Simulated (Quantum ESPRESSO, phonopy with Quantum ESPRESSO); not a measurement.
# Grüneisen parameters and expansion of BP (F-43m), part 6 of 8

Wanted: mode Grüneisen parameters of BP and a free-energy fit over volumes.

Measurements to reproduce:
- volume expansion coefficient 9.6 1e-6/K near room temperature (given in “Thermal expansion coefficients of high thermal conducting BAs and BP materials (three times its linear coefficient)”, 2019, arxiv:1906.04101)

Quantum ESPRESSO 7.5; DFT LDA, scalar-relativistic, plane waves, GBRV ultrasoft pseudopotentials.

So far. Step 5 (Zone-centre response): The Born charges sum to zero within 0.0037 e; the rest is removed before use. Acoustic frequencies in this log differ from zero by the error of the sum rule, which ph.x does not impose. Step 6 (Forces on a displaced cell): At this level the gap is 1.15 eV on the k-mesh of the self-consistent run, which can miss the band edges.

## (8) Phonons, V/V0 1

This step: DFT LDA, scalar-relativistic, plane waves, GBRV ultrasoft pseudopotentials (phonopy with Quantum ESPRESSO 4.10.0 / 7.5).

Run time: 9.8 min. Hardware: 4 threads of Intel Xeon Platinum 8175M at 2.50GHz (Skylake/Cascade Lake), shared host; 38 min of CPU time.

Numbers from this step:

- point group: -43m
- highest frequency: 831.6 cm⁻¹
- Debye temperature from the second moment: 1115 K
- lowest frequency on the path: 0 cm⁻¹
- zero-point energy: 0.2062 eV/cell
- Γ frequencies: 0, 0, 0, 823.9, 823.9, 823.9 cm⁻¹ (negative: imaginary)

Phonopy, LO-TO term from ph.x's tensors. The phonon branches at the labelled points (cm⁻¹):

| point | branch 1 | branch 2 | branch 3 | branch 4 | branch 5 | branch 6 |
| --- | --- | --- | --- | --- | --- | --- |
| Γ | 0 | 0 | 0 | 824 | 824 | 831 |
| X | 309 | 309 | 533 | 721 | 721 | 804 |
| U | 302 | 402 | 482 | 698 | 734 | 808 |
| jump to K | 302 | 402 | 482 | 698 | 734 | 808 |
| Γ | 0 | 0 | 0 | 824 | 824 | 831 |
| L | 223 | 223 | 515 | 777 | 781 | 781 |
| W | 353 | 401 | 458 | 701 | 725 | 806 |
| X | 309 | 309 | 533 | 721 | 721 | 804 |

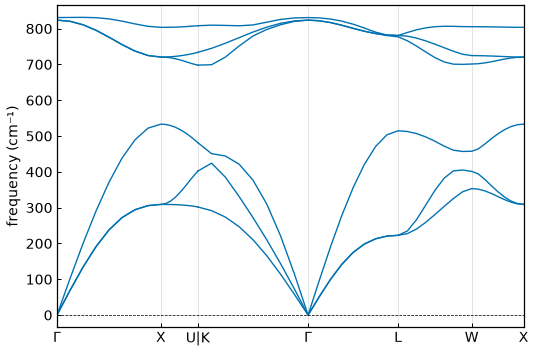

Phonon branches along the path.

Harmonic. Thermo, by row:

```csv
T (K),F_vib (meV/atom),S (J/mol-atom/K),C_V (J/mol-atom/K)
0,103.1,0,0
50,103.1,0.109,0.402
100,102.8,1.081,2.991
150,101.8,2.907,6.233
200,99.73,5.131,9.338
250,96.46,7.52,12.11
300,91.94,9.94,14.43
350,86.17,12.31,16.3
400,79.19,14.59,17.78
450,71.07,16.75,18.95
500,61.85,18.8,19.87
550,51.6,20.73,20.61
600,40.39,22.55,21.21
650,28.25,24.27,21.7
700,15.25,25.89,22.1
750,1.44,27.43,22.43
800,-13.16,28.88,22.71
850,-28.49,30.27,22.95
900,-44.52,31.58,23.15
950,-61.21,32.84,23.32
1000,-78.54,34.04,23.47
```

The modes has structure finer than the step of the table below, so its rows give means over 50 cm⁻¹, whole bins alone (the curve runs from -10 to 866 cm⁻¹). Peaks (cm⁻¹: height): B 805.9: 0.0467; P 304.2: 0.0128, 469.6: 0.0133, 805.9: 0.00718.

Phonopy on the run's constants, 21x21x21 mesh, Gaussian sigma 6.3 cm⁻¹. Modes against wavenumber; means over each step; values in 1/cm⁻¹/cell:

```
wavenumber (cm⁻¹)        B        P
               50   3.8e-5   1.1e-4
              100   1.6e-4   4.8e-4
              150   4.1e-4  0.00124
              200  0.00109  0.00355
              250  0.00227  0.00815
              300  0.00259   0.0109
              350  0.00129  0.00654
              400   8.9e-4  0.00509
              450   6.0e-4  0.00785
              500   2.4e-4  0.00634
              550   2.1e-6   1.6e-4
              600        0        0
              650   2.8e-7        0
              700  0.00770   6.8e-4
              750   0.0175  0.00394
              800   0.0240  0.00464
```

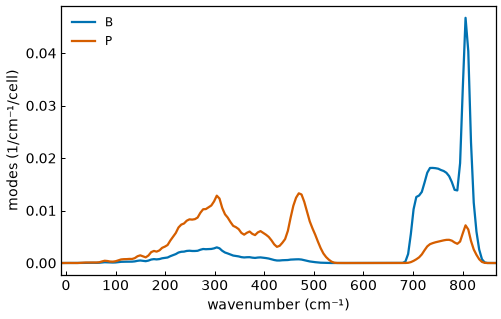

Modes, plotted against wavenumber.

No LO-TO term. Modes at Γ, with each element's share of the kinetic energy:

```
mode  frequency (cm⁻¹)  symmetry  B %  P %
   1               0.0        T2   26   74
   2               0.0        T2   26   74
   3               0.0        T2   26   74
   4             823.9        T2   74   26
   5             823.9        T2   74   26
   6             823.9        T2   74   26
```

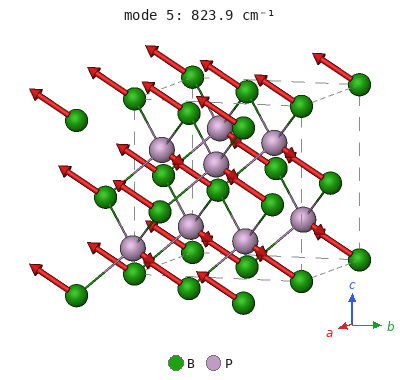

Displacement patterns of mode 5 at Γ; arrows are exaggerated. Bonds to atoms that aren't drawn are left out. 2×1×1 conventional cells are drawn. Some periodic images of atoms are drawn too.

No mode is imaginary beyond numerical noise along the path.

The time given is that of the 2 pw.x runs on displaced cells behind this step.

The supercell is 7.8 Å across at its narrowest and was not tested against a larger one: only its own wavevectors are exact, and acoustic branches between them, with the entropy at low temperature, can be off.

## (9) Ground state at this cell, V/V0 1.015

A tight ground state at this cell gives the energy of this member; its pressure is the stress at this cutoff, which can carry an offset from the finite basis.

This step: DFT LDA, scalar-relativistic, plane waves, GBRV ultrasoft pseudopotentials (Quantum ESPRESSO 7.5).

System of this step: BP. It takes space group F-43m (No. 216, cubic). Conventional cell: a = 4.510 Å, b = 4.510 Å, c = 4.510 Å, α = 90.00°, β = 90.00°, γ = 90.00°. B has 4 P at 1.95 Å nearest. P has 4 B at 1.95 Å nearest. Farther neighbours are not listed.

scf.in

```
 &control
    calculation='scf',
    prefix='x',
    outdir='./tmp',
    pseudo_dir='./pseudo',
    tprnfor=.true.,
    tstress=.true.,
 /
 &system
    ibrav=0,
    nat=2,
    ntyp=2,
    ecutwfc=30.0,
    ecutrho=180.0,
    occupations='fixed',
    nbnd=6,
 /
 &electrons
    conv_thr=1.0d-12,
    mixing_beta=0.7,
    electron_maxstep=100,
 /
ATOMIC_SPECIES
 B      10.8100  B.upf
 P      30.9738  P.upf
CELL_PARAMETERS angstrom
     0.000000000    2.254960088    2.254960088
     2.254960088    0.000000000    2.254960088
     2.254960088    2.254960088    0.000000000
ATOMIC_POSITIONS crystal
 B      0.000000000   0.000000000   0.000000000
 P      0.250000000   0.250000000   0.250000000
K_POINTS automatic
 12 12 12 0 0 0
```

Launch:

```
$ OMP_NUM_THREADS=1 mpirun -n 4 pw.x -nk 4 -in scf.in > scf.out
```

Log:

```text
[banner, memory and clock lines left out]
Program PWSCF v.7.5

     Message from routine setup:
     using ibrav=0 with symmetry is DISCOURAGED, use correct ibrav instead

     G-vector sticks info

     bravais-lattice index     =            0
     lattice parameter (alat)  =       6.0263  a.u.
     unit-cell volume          =     154.7545 (a.u.)^3
     number of atoms/cell      =            2
     number of atomic types    =            2
     number of electrons       =         8.00
[...]
atom    2 type  2   force =     0.00000000   -0.00000000   -0.00000000

     Total force =     0.000000     Total SCF correction =     0.000000

     Computing stress (Cartesian axis) and pressure

          total   stress  (Ry/bohr**3)                   (kbar)     P=      -26.93
[...]
0.00000000  -0.00018306   0.00000000            0.00      -26.93        0.00
   0.00000000   0.00000000  -0.00018306            0.00        0.00      -26.93

     XML data file, charge density, pseudopotentials, collected wavefunctions
[key lines of the parts left out:]
!    total energy              =     -22.00890770 Ry
convergence has been achieved in   9 iterations
```

It took 4.1 s on 4 MPI ranks.

At this level the gap is 1.16 eV on the k-mesh of the self-consistent run, which can miss the band edges.

## (10) Zone-centre response

In a polar crystal the Born charges and ε∞ give the long-range dipole term that a finite supercell misses. They are those of this k-mesh and were not tested on a denser one; where the gap is small they converge slowly, and the LO modes with them.

ph.in

```
phonons
 &inputph
    prefix='x',
    outdir='./tmp',
    fildyn='x.dyn',
    tr2_ph=1.0d-18,
    epsil=.true.,
 /
0.000000000 0.000000000 0.000000000
```

scf.in is that of step 9.

Launch:

```
$ OMP_NUM_THREADS=1 mpirun -n 4 ph.x -nk 4 -in ph.in > ph.out
```

Log:

```text
[banner, memory and clock lines left out]
Program PHONON v.7.5

     ./tmp/x.save/

     IMPORTANT: XC functional enforced from input :
     Exchange-correlation= PZ
                           (   1   1   0   0   0   0   0)
     Any further DFT definition will be discarded
     Please, verify this is what you really want

     G-vector sticks info

     Reading collected, re-writing distributed wavefunctions in ./tmp/

     Number and degeneracy of irreps per q-point
       N         xq(1)         xq(2)         xq(3)   N irreps
[...]
freq (    1) =      -0.419140 [THz] =     -13.981008 [cm-1]
     freq (    2) =      -0.419140 [THz] =     -13.981008 [cm-1]
     freq (    3) =      -0.419140 [THz] =     -13.981008 [cm-1]
     freq (    4) =      24.314946 [THz] =     811.059298 [cm-1]
     freq (    5) =      24.314946 [THz] =     811.059298 [cm-1]
     freq (    6) =      24.314946 [THz] =     811.059298 [cm-1]
 **************************************************************************

     Mode symmetry, T_d (-43m)  point group:

     freq (   1-   3) =        -14.0  [cm-1]   --> T_2  G_15 P_4   I+R
     freq (   4-   6) =        811.1  [cm-1]   --> T_2  G_15 P_4   I+R
```

Elapsed: 36 s, on 4 MPI ranks; 2.4 min of CPU time.

The Born charges sum to zero within 0.0037 e; the rest is removed before use. Acoustic frequencies in this log differ from zero by the error of the sum rule, which ph.x does not impose.

## (11) A displaced supercell

One atom (for the harmonic constants) or a pair of atoms (for the cubic ones) is moved by a few hundredths of an ångström; the forces on all atoms give a column of force constants. The threshold is tight because the forces are small.

System of this step: BP. The cell holds 54 atoms: 27 B and 27 P. Its edges and angles: a = 9.567 Å, b = 9.567 Å, c = 9.567 Å, α = 60.0°, β = 60.0°, γ = 60.0°. It derives from BP, repeated 3×3×3.

disp-00001.in

```
 &control
    calculation='scf',
    prefix='x',
    outdir='./tmp',
    pseudo_dir='./pseudo',
    tprnfor=.true.,
    disk_io='none',
 /
 &system
    ibrav=0,
    nat=54,
    ntyp=2,
    ecutwfc=30.0,
    ecutrho=180.0,
    occupations='fixed',
    nbnd=110,
 /
 &electrons
    conv_thr=1.0d-11,
    mixing_beta=0.7,
    electron_maxstep=100,
 /
ATOMIC_SPECIES
 B      10.8100  B.upf
 P      30.9738  P.upf
CELL_PARAMETERS angstrom
     0.000000000    6.764880263    6.764880263
     6.764880263    0.000000000    6.764880263
     6.764880263    6.764880263    0.000000000
ATOMIC_POSITIONS crystal
 B      0.002090523   0.000000000   0.000000000
 B      0.333333333   0.000000000   0.000000000
 B      0.666666667   0.000000000   0.000000000
 B      0.000000000   0.333333333   0.000000000
 B      0.333333333   0.333333333   0.000000000
 B      0.666666667   0.333333333   0.000000000
 B      0.000000000   0.666666667   0.000000000
 B      0.333333333   0.666666667   0.000000000
 B      0.666666667   0.666666667   0.000000000
 B      0.000000000   0.000000000   0.333333333
 B      0.333333333   0.000000000   0.333333333
 B      0.666666667   0.000000000   0.333333333
 B      0.000000000   0.333333333   0.333333333
 B      0.333333333   0.333333333   0.333333333
 B      0.666666667   0.333333333   0.333333333
 B      0.000000000   0.666666667   0.333333333
 B      0.333333333   0.666666667   0.333333333
 B      0.666666667   0.666666667   0.333333333
 B      0.000000000   0.000000000   0.666666667
 B      0.333333333   0.000000000   0.666666667
 B      0.666666667   0.000000000   0.666666667
 B      0.000000000   0.333333333   0.666666667
 B      0.333333333   0.333333333   0.666666667
 B      0.666666667   0.333333333   0.666666667
 B      0.000000000   0.666666667   0.666666667
 B      0.333333333   0.666666667   0.666666667
 B      0.666666667   0.666666667   0.666666667
 P      0.083333333   0.083333333   0.083333333
 P      0.416666667   0.083333333   0.083333333
 P      0.750000000   0.083333333   0.083333333
 P      0.083333333   0.416666667   0.083333333
 P      0.416666667   0.416666667   0.083333333
 P      0.750000000   0.416666667   0.083333333
 P      0.083333333   0.750000000   0.083333333
 P      0.416666667   0.750000000   0.083333333
 P      0.750000000   0.750000000   0.083333333
 P      0.083333333   0.083333333   0.416666667
 P      0.416666667   0.083333333   0.416666667
 P      0.750000000   0.083333333   0.416666667
 P      0.083333333   0.416666667   0.416666667
 P      0.416666667   0.416666667   0.416666667
 P      0.750000000   0.416666667   0.416666667
 P      0.083333333   0.750000000   0.416666667
 P      0.416666667   0.750000000   0.416666667
 P      0.750000000   0.750000000   0.416666667
 P      0.083333333   0.083333333   0.750000000
 P      0.416666667   0.083333333   0.750000000
 P      0.750000000   0.083333333   0.750000000
 P      0.083333333   0.416666667   0.750000000
 P      0.416666667   0.416666667   0.750000000
 P      0.750000000   0.416666667   0.750000000
 P      0.083333333   0.750000000   0.750000000
 P      0.416666667   0.750000000   0.750000000
 P      0.750000000   0.750000000   0.750000000
K_POINTS automatic
 3 3 3 0 0 0
```

Launch:

```
$ OMP_NUM_THREADS=1 mpirun -n 2 pw.x -nk 2 -in disp-00001.in > disp-00001.out
```

Log:

```text
[banner, memory and clock lines left out]
Program PWSCF v.7.5

     Message from routine setup:
     using ibrav=0 with symmetry is DISCOURAGED, use correct ibrav instead

     G-vector sticks info

     bravais-lattice index     =            0
     lattice parameter (alat)  =      18.0790  a.u.
     unit-cell volume          =    4178.3704 (a.u.)^3
     number of atoms/cell      =           54
     number of atomic types    =            2
     number of electrons       =       216.00
[...]
atom    1 type  1   force =    -0.00042192   -0.01088726   -0.01088726
     atom    2 type  1   force =     0.00029057    0.00039763    0.00039763
     atom    3 type  1   force =    -0.00029105    0.00038228    0.00038228
[...]
atom   53 type  2   force =     0.00008999   -0.00002129   -0.00002129
     atom   54 type  2   force =     0.00000012   -0.00002226   -0.00002226

     Total force =     0.018013     Total SCF correction =     0.000001
     Message from routine punch:
     Nothing written, as per user request (disk_io='none')
[key lines of the parts left out:]
!    total energy              =    -594.23855871 Ry
convergence has been achieved in  18 iterations
```

Run time: 9.7 min. Hardware: 2 MPI ranks; 19 min of CPU time.

## (12) Phonons, V/V0 1.015

This step: DFT LDA, scalar-relativistic, plane waves, GBRV ultrasoft pseudopotentials (phonopy with Quantum ESPRESSO 4.10.0 / 7.5).

Wall time 10 min (4 threads); 39 min of CPU time.

No mode is imaginary beyond numerical noise along the path. The highest zone-centre mode (no LO–TO term) moved by -1.5 % for a volume change of +1.5 %.

The time given is that of the 2 pw.x runs on displaced cells behind this step.

## (13) Ground state at this cell, V/V0 0.985

A tight ground state at this cell gives the energy of this member; its pressure is the stress at this cutoff, which can carry an offset from the finite basis.

This step: DFT LDA, scalar-relativistic, plane waves, GBRV ultrasoft pseudopotentials (Quantum ESPRESSO 7.5).

System of this step: BP. The structure is cubic, space group F-43m (No. 216). Conventional cell: a = 4.465 Å, b = 4.465 Å, c = 4.465 Å, α = 90.00°, β = 90.00°, γ = 90.00°. Nearest to B lie 4 P at 1.93 Å. P has 4 B at 1.93 Å nearest. Farther neighbours are not listed.

Edit scf.in of step 10 so:

```diff
@@ -26,5 +26,5 @@
 CELL_PARAMETERS angstrom
-     0.000000000    2.254960088    2.254960088
-     2.254960088    0.000000000    2.254960088
-     2.254960088    2.254960088    0.000000000
+     0.000000000    2.232521185    2.232521185
+     2.232521185    0.000000000    2.232521185
+     2.232521185    2.232521185    0.000000000
 ATOMIC_POSITIONS crystal
```

Launch:

```
$ OMP_NUM_THREADS=1 mpirun -n 4 pw.x -nk 4 -in scf.in > scf.out
```

Log:

```text
[banner, memory and clock lines left out]
Program PWSCF v.7.5

     Message from routine setup:
     using ibrav=0 with symmetry is DISCOURAGED, use correct ibrav instead

     G-vector sticks info

     bravais-lattice index     =            0
     lattice parameter (alat)  =       5.9664  a.u.
     unit-cell volume          =     150.1804 (a.u.)^3
     number of atoms/cell      =            2
     number of atomic types    =            2
     number of electrons       =         8.00
[...]
atom    2 type  2   force =     0.00000000   -0.00000000    0.00000000

     Total force =     0.000000     Total SCF correction =     0.000000

     Computing stress (Cartesian axis) and pressure

          total   stress  (Ry/bohr**3)                   (kbar)     P=       26.04
[...]
0.00000000   0.00017703  -0.00000000            0.00       26.04       -0.00
   0.00000000   0.00000000   0.00017703            0.00        0.00       26.04

     XML data file, charge density, pseudopotentials, collected wavefunctions
[key lines of the parts left out:]
!    total energy              =     -22.00866440 Ry
convergence has been achieved in  10 iterations
```

Run time: 4.2 s. Hardware: 4 MPI ranks.

The run ends at a pressure of 2.60 GPa.

## (14) Born charges and dielectric tensor

In a polar crystal the Born charges and ε∞ give the long-range dipole term that a finite supercell misses. They are those of this k-mesh and were not tested on a denser one; where the gap is small they converge slowly, and the LO modes with them.

ph.in is that of step 10.

scf.in is that of step 13.

Launch:

```
$ OMP_NUM_THREADS=1 mpirun -n 4 ph.x -nk 4 -in ph.in > ph.out
```

Log:

```text
[banner, memory and clock lines left out]
Program PHONON v.7.5

     ./tmp/x.save/

     IMPORTANT: XC functional enforced from input :
     Exchange-correlation= PZ
                           (   1   1   0   0   0   0   0)
     Any further DFT definition will be discarded
     Please, verify this is what you really want

     G-vector sticks info

     Reading collected, re-writing distributed wavefunctions in ./tmp/

     Number and degeneracy of irreps per q-point
       N         xq(1)         xq(2)         xq(3)   N irreps
[...]
freq (    1) =      -0.366018 [THz] =     -12.209040 [cm-1]
     freq (    2) =      -0.366018 [THz] =     -12.209040 [cm-1]
     freq (    3) =      -0.366018 [THz] =     -12.209040 [cm-1]
     freq (    4) =      25.065907 [THz] =     836.108645 [cm-1]
     freq (    5) =      25.065907 [THz] =     836.108645 [cm-1]
     freq (    6) =      25.065907 [THz] =     836.108645 [cm-1]
 **************************************************************************

     Mode symmetry, T_d (-43m)  point group:

     freq (   1-   3) =        -12.2  [cm-1]   --> T_2  G_15 P_4   I+R
     freq (   4-   6) =        836.1  [cm-1]   --> T_2  G_15 P_4   I+R
```

Wall time 40 s (4 MPI ranks).

The Born charges sum to zero within 0.0038 e; the rest is removed before use. Acoustic frequencies in this log differ from zero by the error of the sum rule, which ph.x does not impose.

## (15) Forces on a displaced cell

One atom (for the harmonic constants) or a pair of atoms (for the cubic ones) is moved by a few hundredths of an ångström; the forces on all atoms give a column of force constants. The threshold is tight because the forces are small.

System of this step: BP. The cell holds 54 atoms: 27 B and 27 P. Its edges and angles: a = 9.472 Å, b = 9.472 Å, c = 9.472 Å, α = 60.0°, β = 60.0°, γ = 60.0°. It derives from BP, repeated 3×3×3.

Edit disp-00001.in of step 11 so:

```diff
@@ -26,7 +26,7 @@
 CELL_PARAMETERS angstrom
-     0.000000000    6.764880263    6.764880263
-     6.764880263    0.000000000    6.764880263
-     6.764880263    6.764880263    0.000000000
+     0.000000000    6.697563556    6.697563556
+     6.697563556    0.000000000    6.697563556
+     6.697563556    6.697563556    0.000000000
 ATOMIC_POSITIONS crystal
- B      0.002090523   0.000000000   0.000000000
+ B      0.002111534   0.000000000   0.000000000
  B      0.333333333   0.000000000   0.000000000
```

Launch:

```
$ OMP_NUM_THREADS=1 mpirun -n 2 pw.x -nk 2 -in disp-00001.in > disp-00001.out
```

Log:

```text
[banner, memory and clock lines left out]
Program PWSCF v.7.5

     Message from routine setup:
     using ibrav=0 with symmetry is DISCOURAGED, use correct ibrav instead

     G-vector sticks info

     bravais-lattice index     =            0
     lattice parameter (alat)  =      17.8991  a.u.
     unit-cell volume          =    4054.8718 (a.u.)^3
     number of atoms/cell      =           54
     number of atomic types    =            2
     number of electrons       =       216.00
[...]
atom    1 type  1   force =    -0.00045965   -0.01167173   -0.01167173
     atom    2 type  1   force =     0.00031005    0.00043097    0.00043097
     atom    3 type  1   force =    -0.00030993    0.00041640    0.00041640
[...]
atom   53 type  2   force =     0.00009612   -0.00002387   -0.00002387
     atom   54 type  2   force =     0.00000013   -0.00002252   -0.00002252

     Total force =     0.019395     Total SCF correction =     0.000001
     Message from routine punch:
     Nothing written, as per user request (disk_io='none')
[key lines of the parts left out:]
!    total energy              =    -594.23187050 Ry
convergence has been achieved in  18 iterations
```

Wall time 10 min (2 MPI ranks); 20 min of CPU time.

(Continued in part 7 of 8.)

[Logs are printed without paths, hosts, clocks, repeated set-up lines and the standing remarks that a program may print on its own settings, such as how far it seeks lower states.]

[Hosts, paths, dates, database ids (printed as entryN), source tags and the programs' standing remarks are cut or masked in the printed files.]

[A step with changed settings may run another functional than the one named; its input shows which.]

[Of the runs on displaced cells, only some may be shown.]
